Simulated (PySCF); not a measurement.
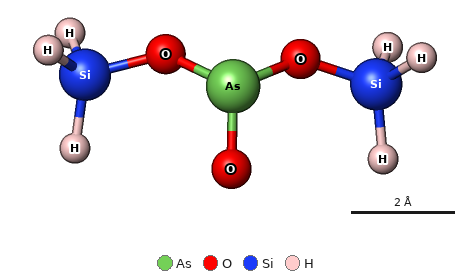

Fig. 1: The input geometry (ball-and-stick view, seen at a tilt).

# Geometry relaxation of Si2AsH6O3

System: Si2AsH6O3, multiplicity 2, SMILES O=[As](O[SiH3])O[SiH3].
Method: PBE0-D3(BJ)/def2-SVP geometry optimisation, gas phase (PySCF 2.14.0).

### The input
```
{"job": {"xc": "PBE0", "basis": "def2-SVP", "d3": "d3bj", "grid": 2, "kind": "geom", "shake": 0.01}, "charge": 0, "multiplicity": 2}
As     0.014541     0.997466    -0.003182
O      0.031691     1.012845    -1.607257
O     -1.335311    -0.014891     0.521870
Si    -2.819911    -0.212822     0.041981
O      1.289091     0.007185     0.593268
Si     2.844343    -0.179700     0.176288
H     -2.970841    -0.306014    -1.410072
H     -3.089259    -1.470775     0.742088
H     -3.647820     0.914098     0.585411
H      3.018844    -0.353835    -1.255248
H      3.091461    -1.402721     0.965957
H      3.611662     0.981580     0.665898
```

The first line tells a small driver script what to run in PySCF; the rest is the geometry in Å.

Run on 1 CPU thread, shared host.

Run as:
```bash
OMP_NUM_THREADS=1 python <driver script> task.json out
```

### The program's output
```
step   0  E = -3042.75378633  max force = 0.083358
step   1  E = -3042.77263929  max force = 0.014952
step   2  E = -3042.77390991  max force = 0.007043
step   3  E = -3042.77415607  max force = 0.002217
step   4  E = -3042.77455657  max force = 0.004999
step   5  E = -3042.77505187  max force = 0.012095
step   6  E = -3042.77545756  max force = 0.011165
step   7  E = -3042.77610411  max force = 0.001718
step   8  E = -3042.77613128  max force = 0.000598
step   9  E = -3042.77615309  max force = 0.000598
step  10  E = -3042.77616124  max force = 0.000280
optimisation converged
```

### Trajectory as extended XYZ (Å, eV, eV/Å), 11 frames, from step=0 to step=10
```
12
Properties=species:S:1:pos:R:3:forces:R:3 step=0 energy=-82797.54784
As    0.0145    0.9975   -0.0032   -0.9305   0.2169   1.4094
O     0.0317    1.0129   -1.6073    0.0948   0.3191  -2.0953
O    -1.3353   -0.0149    0.5219    4.2864   0.9339   1.0960
Si   -2.8199   -0.2128    0.0420   -3.3166  -0.2384  -0.2153
O     1.2891    0.0072    0.5933   -1.6784   0.0866   0.7600
Si    2.8443   -0.1797    0.1763    1.3907  -0.5470   0.4826
H    -2.9708   -0.3060   -1.4101   -0.0938  -0.0446  -0.5465
H    -3.0893   -1.4708    0.7421   -0.6875  -0.5026   0.0163
H    -3.6478    0.9141    0.5854   -0.1601  -0.1043  -0.1617
H     3.0188   -0.3538   -1.2552    0.1416  -0.0981  -0.7141
H     3.0915   -1.4027    0.9660    0.6337  -0.2349  -0.0574
H     3.6117    0.9816    0.6659    0.3196   0.2132   0.0261
12
Properties=species:S:1:pos:R:3:forces:R:3 step=1 energy=-82798.06086
As    0.0003    1.0057   -0.0156    0.0423   0.1419  -0.1758
O     0.0255    1.0616   -1.6648    0.0395   0.0875  -0.0544
O    -1.3221    0.0058    0.5381    0.7689   0.0577   0.3053
Si   -2.8911   -0.2205    0.0675   -0.6964  -0.0094   0.0617
O     1.2942    0.0078    0.6103   -0.1956   0.0151   0.0646
Si    2.9099   -0.1952    0.2040   -0.0963  -0.0890   0.3092
H    -3.0179   -0.3148   -1.4047    0.0015  -0.0255  -0.1748
H    -3.2782   -1.4854    0.7322   -0.1824  -0.1287  -0.0022
H    -3.7288    0.9102    0.5723   -0.0253  -0.0321  -0.0459
H     3.0735   -0.3704   -1.2522    0.0455  -0.0457  -0.2496
H     3.2858   -1.4157    0.9610    0.1942  -0.0386  -0.0407
H     3.6874    0.9834    0.6690    0.1041   0.0668   0.0027
12
Properties=species:S:1:pos:R:3:forces:R:3 step=2 energy=-82798.09543
As    0.0039    1.0145    0.0136   -0.0594   0.0250  -0.1122
O     0.0414    1.1148   -1.6345    0.0194   0.0274   0.0598
O    -1.3243    0.0065    0.5639    0.3622   0.0141   0.1392
Si   -2.9033   -0.2289    0.0726   -0.3407  -0.0098  -0.1036
O     1.2957    0.0050    0.6357   -0.0201  -0.0522   0.0412
Si    2.9107   -0.2058    0.2090   -0.0056   0.0284  -0.0051
H    -2.9886   -0.3427   -1.4110    0.0209  -0.0262   0.0013
H    -3.3590   -1.4856    0.7289    0.0049   0.0191  -0.0134
H    -3.7515    0.9148    0.5228    0.0072  -0.0072   0.0050
H     3.0438   -0.3968   -1.2623   -0.0056  -0.0263   0.0001
H     3.3668   -1.4118    0.9518    0.0149   0.0157  -0.0152
H     3.7030    0.9884    0.6265    0.0020  -0.0080   0.0028
12
Properties=species:S:1:pos:R:3:forces:R:3 step=3 energy=-82798.10213
As    0.0036    1.0319    0.0594   -0.0382  -0.0003  -0.0336
O     0.0496    1.1741   -1.5840    0.0074   0.0149   0.0260
O    -1.3210    0.0099    0.5920    0.0976  -0.0124   0.0674
Si   -2.8960   -0.2349    0.0633   -0.1140   0.0061  -0.0987
O     1.2928    0.0067    0.6644    0.0244  -0.0443   0.0345
Si    2.8970   -0.2140    0.2005    0.0054   0.0409  -0.0674
H    -2.9341   -0.3789   -1.4206    0.0117  -0.0100   0.0221
H    -3.3724   -1.4809    0.7237    0.0219   0.0151   0.0077
H    -3.7568    0.9144    0.4708    0.0131   0.0049   0.0046
H     2.9879   -0.4379   -1.2711   -0.0061  -0.0120   0.0273
H     3.3846   -1.4043    0.9471   -0.0126   0.0031   0.0113
H     3.7035    0.9865    0.5715   -0.0107  -0.0060  -0.0013
12
Properties=species:S:1:pos:R:3:forces:R:3 step=4 energy=-82798.11303
As    0.0002    1.0581    0.1966    0.0171  -0.0123   0.1008
O     0.0612    1.3125   -1.4307   -0.0145  -0.0071  -0.0365
O    -1.3220    0.0056    0.6694   -0.2570  -0.0607  -0.0779
Si   -2.8698   -0.2481    0.0297    0.2261   0.0268  -0.0102
O     1.2935    0.0019    0.7442    0.0344  -0.0179   0.0179
Si    2.8607   -0.2309    0.1699    0.0297   0.0230  -0.1087
H    -2.7832   -0.4644   -1.4433   -0.0115   0.0120   0.0268
H    -3.4071   -1.4608    0.7025    0.0242   0.0098   0.0297
H    -3.7424    0.9250    0.3237    0.0079   0.0174  -0.0074
H     2.8365   -0.5436   -1.2890   -0.0003   0.0107   0.0392
H     3.4277   -1.3744    0.9328   -0.0350  -0.0018   0.0385
H     3.6832    0.9916    0.4112   -0.0211  -0.0001  -0.0121
12
Properties=species:S:1:pos:R:3:forces:R:3 step=5 energy=-82798.12651
As   -0.0089    1.0852    0.5213    0.1083  -0.0582   0.3429
O     0.0718    1.5749   -1.0474   -0.0498  -0.0351  -0.1631
O    -1.3304   -0.0228    0.8422   -0.6219  -0.0936  -0.3927
Si   -2.7708   -0.2708   -0.0565    0.6024   0.0523   0.2710
O     1.3021   -0.0201    0.9244   -0.0002   0.0480  -0.0351
Si    2.7505   -0.2613    0.0933    0.0707  -0.0045  -0.1172
H    -2.4182   -0.6437   -1.4556   -0.0373   0.0380   0.0054
H    -3.4800   -1.3906    0.6144    0.0052   0.0007   0.0465
H    -3.6071    0.9612   -0.0242    0.0020   0.0210  -0.0320
H     2.4756   -0.7764   -1.2802   -0.0011   0.0423   0.0281
H     3.5237   -1.2728    0.8611   -0.0432  -0.0064   0.0682
H     3.5302    1.0096    0.0242   -0.0353  -0.0046  -0.0219
12
Properties=species:S:1:pos:R:3:forces:R:3 step=6 energy=-82798.13755
As   -0.0136    1.0815    0.6591    0.1105  -0.0756   0.3332
O     0.0583    1.6420   -0.8874   -0.0395  -0.0063  -0.1923
O    -1.3366   -0.0416    0.9116   -0.5741  -0.0827  -0.4057
Si   -2.7100   -0.2766   -0.0902    0.5419   0.0521   0.3328
O     1.3081   -0.0341    0.9911   -0.0127   0.0627  -0.0230
Si    2.6953   -0.2673    0.0574    0.0684  -0.0233  -0.0736
H    -2.2630   -0.7139   -1.4422   -0.0305   0.0302  -0.0098
H    -3.5037   -1.3461    0.5677   -0.0070  -0.0015   0.0324
H    -3.5021    0.9822   -0.1686   -0.0004   0.0122  -0.0327
H     2.3289   -0.8503   -1.2657   -0.0035   0.0375   0.0082
H     3.5507   -1.2232    0.8097   -0.0276  -0.0039   0.0488
H     3.4262    1.0198   -0.1255   -0.0254  -0.0012  -0.0183
12
Properties=species:S:1:pos:R:3:forces:R:3 step=7 energy=-82798.15514
As   -0.0203    1.0479    0.8366    0.0043  -0.0120   0.0436
O     0.0119    1.6524   -0.7045    0.0121   0.0647  -0.0884
O    -1.3593   -0.0767    0.9920   -0.0613  -0.0331  -0.0136
Si   -2.6177   -0.2764   -0.1250    0.0281   0.0374   0.0854
O     1.3196   -0.0658    1.0608   -0.0175   0.0136   0.0386
Si    2.6298   -0.2645    0.0102    0.0064  -0.0403   0.0335
H    -2.0825   -0.8020   -1.4106    0.0100  -0.0205  -0.0200
H    -3.5398   -1.2550    0.5092   -0.0163  -0.0077  -0.0198
H    -3.3142    1.0214   -0.3538   -0.0102  -0.0114  -0.0061
H     2.1650   -0.8800   -1.2634    0.0040  -0.0121  -0.0255
H     3.5621   -1.1734    0.7294    0.0171   0.0039  -0.0278
H     3.2840    1.0444   -0.2638    0.0233   0.0175   0.0000
12
Properties=species:S:1:pos:R:3:forces:R:3 step=8 energy=-82798.15588
As   -0.0189    1.0567    0.7816    0.0016  -0.0008   0.0022
O     0.0172    1.6382   -0.7694    0.0031   0.0129  -0.0098
O    -1.3603   -0.0628    0.9680   -0.0102  -0.0065  -0.0094
Si   -2.6480   -0.2755   -0.1100    0.0235   0.0076   0.0307
O     1.3166   -0.0574    1.0347   -0.0180   0.0071   0.0091
Si    2.6578   -0.2646    0.0251   -0.0024  -0.0125   0.0063
H    -2.1425   -0.7844   -1.4155    0.0013  -0.0088  -0.0054
H    -3.5375   -1.2748    0.5389   -0.0086  -0.0009  -0.0071
H    -3.3746    1.0104   -0.3101   -0.0029  -0.0005  -0.0038
H     2.2282   -0.8454   -1.2778    0.0008  -0.0046  -0.0065
H     3.5525   -1.2046    0.7516    0.0060   0.0018  -0.0083
H     3.3481    1.0367   -0.1999    0.0058   0.0052   0.0019
12
Properties=species:S:1:pos:R:3:forces:R:3 step=9 energy=-82798.15647
As   -0.0196    1.0614    0.8075    0.0013   0.0044  -0.0003
O     0.0185    1.6630   -0.7367   -0.0016  -0.0163   0.0185
O    -1.3633   -0.0582    0.9844   -0.0157   0.0102  -0.0308
Si   -2.6319   -0.2778   -0.1152    0.0193  -0.0036   0.0172
O     1.3139   -0.0584    1.0477    0.0005   0.0062  -0.0111
Si    2.6412   -0.2682    0.0190    0.0054   0.0055  -0.0063
H    -2.1041   -0.8180   -1.3998   -0.0002   0.0004   0.0016
H    -3.5465   -1.2567    0.5304   -0.0011  -0.0002   0.0002
H    -3.3425    1.0101   -0.3552    0.0013   0.0004  -0.0012
H     2.1944   -0.8559   -1.2757   -0.0031   0.0020   0.0045
H     3.5519   -1.2027    0.7321   -0.0028  -0.0034   0.0040
H     3.3264    1.0338   -0.2215   -0.0034  -0.0057   0.0037
12
Properties=species:S:1:pos:R:3:forces:R:3 step=10 energy=-82798.15670
As   -0.0195    1.0675    0.8091   -0.0044  -0.0098  -0.0018
O     0.0184    1.6651   -0.7367    0.0002  -0.0043   0.0079
O    -1.3644   -0.0504    0.9865    0.0009   0.0144  -0.0050
Si   -2.6280   -0.2788   -0.1151   -0.0036  -0.0069  -0.0042
O     1.3112   -0.0557    1.0475    0.0117   0.0045  -0.0059
Si    2.6381   -0.2691    0.0190   -0.0031   0.0032  -0.0018
H    -2.0955   -0.8306   -1.3929    0.0004   0.0004   0.0018
H    -3.5466   -1.2516    0.5344    0.0016   0.0012   0.0007
H    -3.3370    1.0071   -0.3701    0.0009   0.0007  -0.0002
H     2.1880   -0.8466   -1.2791   -0.0010   0.0011   0.0034
H     3.5417   -1.2137    0.7282   -0.0028  -0.0018   0.0028
H     3.3321    1.0295   -0.2137   -0.0008  -0.0027   0.0024
```

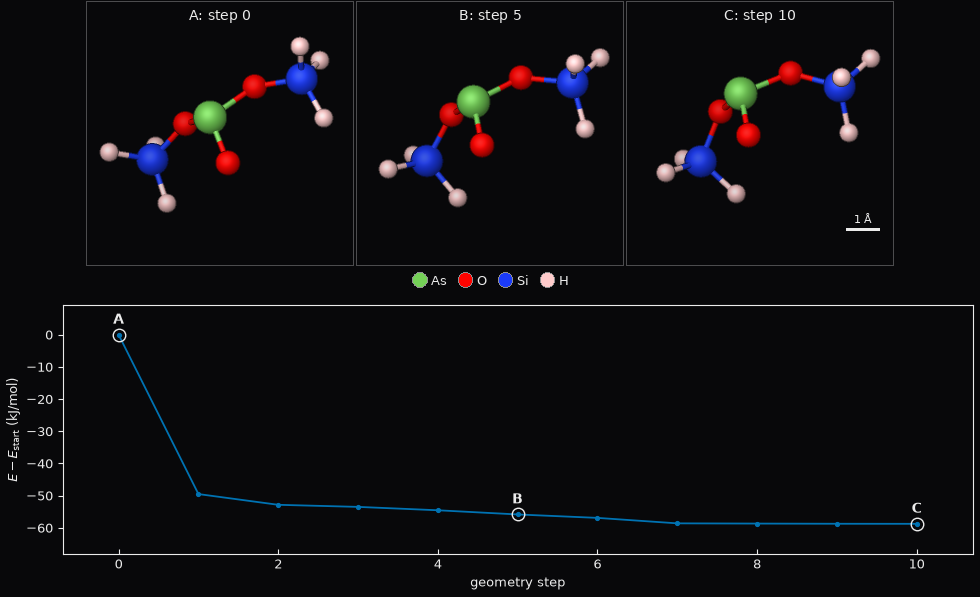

Fig. 2: Frames of the relaxation (ball-and-stick view, seen at a tilt) above the curves, on which the letters mark them (steps are counted from 0).

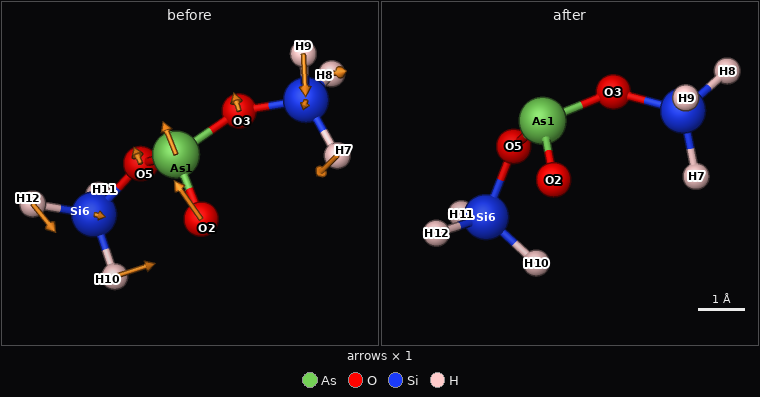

Fig. 3: Before (left) and after (right) the relaxation, at one scale (ball-and-stick view, seen at a tilt). The orange arrows give the displacements, at true length. The largest move after the best rigid fit is that of O2, 1.09 Å. Largest moves by element: O 1.09 Å, H 1.02 Å, As 0.82 Å, Si 0.27 Å. Distances before and after: O3–Si4 1.573 → 1.692 Å, O5–Si6 1.621 → 1.692 Å, As1–O2 1.604 → 1.658 Å, Si6–H10 1.453 → 1.490 Å. Among the angles that change: O5–Si6–H11 96.8° → 105.5°, As1–O3–Si4 134.6° → 126.3°, O3–Si4–H8 97.8° → 105.4°. Over 10 geometry steps the energy falls by 58.7 kJ/mol. Largest force component: 4.3 eV/Å at the start, 0.014 eV/Å at the end. (Atoms are counted from 1 in the order of the input.)

### Summary

| quantity | value |
| --- | --- |
| outcome | converged |
| total energy | −3042.776161 hartree |
| ⟨S²⟩ | 0.760 |
| dipole moment | 0.78 D |
| point group | Cs |
| wall time | 4.6 min |
| peak memory | 0.71 GiB |
